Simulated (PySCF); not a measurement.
# Lu(OH)3: how tightly the ligands are held

Aim: take one ligand of each kind off Lu(OH)3, with both parts rigid, and scan its distance from the metal. It is a constructed species; whether it can be made isn't addressed.

Method: PBE0, Lu lcecp-1-SVP with ECP60, O def2-SVP, H def2-SVP; scalar-relativistic core potentials, no spin–orbit coupling; program: PySCF 2.14.0.

2 further runs of the same task are left out: 2 for a known fault of the program.

## Step 1: Where the work starts

7 atoms, charge 0, spin multiplicity 1.

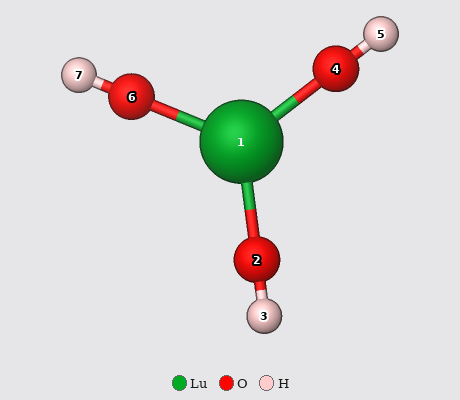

The structure; lutetium green, oxygen red, hydrogen pink; atoms are numbered from 1 in the order of the file.

As a file:

```xyz
7

Lu    0.00000    0.00000    0.13754
O     1.99721    0.00001    0.14350
H     2.95125    0.00001    0.14972
O    -0.99861    1.72963    0.14350
H    -1.47564    2.55586    0.14972
O    -0.99860   -1.72964    0.14350
H    -1.47562   -2.55587    0.14972
```

Formal oxidation states: Lu +3. Each metal's 14 4f electrons lie in its core potential, so multiplicities, spins and levels count the valence alone. An earlier session relaxed this geometry at PBE0, Lu lcecp-1-SVP with ECP60, O def2-SVP, H def2-SVP (singlet, point group D3h).

## Step 2: OH taken off

The ligand (atoms 2, 3) keeps its formal charge and a closed shell where it can; ligand and rest are solved at the complex's geometry, in vacuum, with the settings of the relaxation.

```
   part  charge    state  energy (Eh)
complex       0  singlet  -267.234482
 ligand      -1  singlet   -75.579106
   rest       1  singlet  -191.228730
```

It took 0.4 s on 2 threads of AMD EPYC 9R45 (Zen 5), shared host.

## Step 3: Rigid scan of OH

Atoms 2, 3 move together along the line from atom 1; the distance is to the donor, the donors' midpoint or the ring centre. Each point starts from the density of the one before.

```csv
distance (Å),energy from the relaxed point (eV)
1.70,1.611
1.80,0.607
1.90,0.129
2.00,0.000
2.10,0.097
2.20,0.336
2.40,1.036
2.70,2.234
3.10,3.682
3.60,5.073
```

Wall time 7.1 s (2 threads of AMD EPYC 9R45 (Zen 5), shared host).

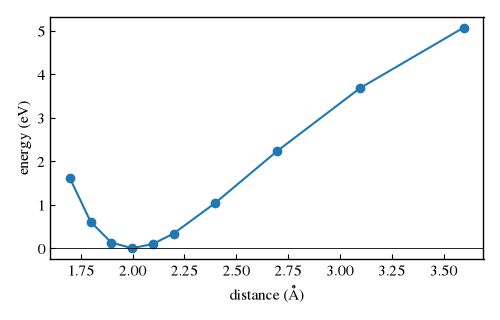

Energy along the rigid scan of OH.

## Step 4: Outcome

```
                   quantity       value
              taking off OH    11.61 eV
stiffness of the OH contact  22.6 eV/Å²
```

In words: Taking off OH as a fragment of charge -1 costs 11.61 eV, much of it the attraction of the two charges. Near 2.00 Å the OH contact has a stiffness of about 22.6 eV/Å², and the energy stands 5.07 eV higher at 3.60 Å. The free anion is solved without diffuse functions, no counterpoise correction is made, and the parts aren't relaxed; each of these makes the binding look larger. The bases are small and lack diffuse functions. Spin–orbit coupling is left out.
